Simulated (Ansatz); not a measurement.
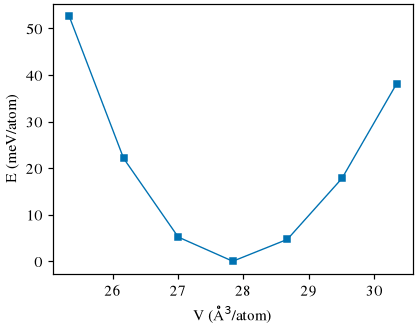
Figure. BiSe (rock salt, Fm-3m) under volume change, plane-wave PAW PBEsol (Ansatz code), scaled uniformly.

**Question.** What does a third-order Birch–Murnaghan fit give for V₀, B₀ and B′?

**Answer.** V₀ = 27.84 Å³/atom, B₀ = 63.2 GPa, B′ = 4.4.

The workflow started from an entry of the Crystallography Open Database (COD), which files this formula under 2 space groups. Its standing as an ambient phase is unchecked. The PBEsol relaxation kept the symmetry of its start. At this level the phase is mechanically unstable. Scalar-relativistic: spin–orbit coupling is off unless named, which matters more the heavier the elements.

Potentials: the later of the program's two PAW sets.
